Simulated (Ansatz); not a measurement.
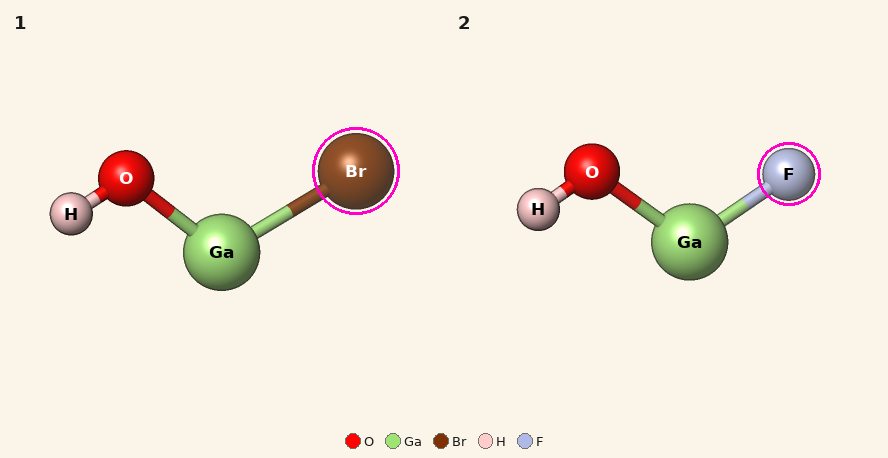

2 molecules with one skeleton, seen from the same side and at one scale; the atom that differs is circled. Charge 0, doublet. Computed geometries: PBE0-D4/def2-TZVP optimisations, one conformation each. Properties computed with Ansatz 0.2.0.

One atom differs, called X below: Br in panel 1, F in panel 2. Their formulas are BrGaHO (`[OH][Ga][Br]`), FGaHO (`[OH][Ga][F]`).

> In which is the dipole moment larger (PBE-D4/def2-TZVPP)?

In panel 2 (X = F).

> In which is the length of X–Ga larger (PBE0-D4/def2-TZVP)?

In panel 1 (X = Br).

Give the values. With PBE0-D4/def2-TZVP: length of X–Ga (Å), angle O–Ga–X (°), harmonic X–Ga stretching wavenumber (cm⁻¹). With PBE-D4/def2-TZVPP: dipole moment (D).

| quantity | 1 (Br) | 2 (F) | 2 − 1 |
| --- | --- | --- | --- |
| length of X–Ga (Å) | 2.313 | 1.759 | −0.554 |
| angle O–Ga–X (°) | 116.0 | 114.7 | −1.3 |
| dipole moment (D) | 2.67 | 3.11 | +0.44 |
| harmonic X–Ga stretching wavenumber (cm⁻¹) | 283 | 675 | +392 |
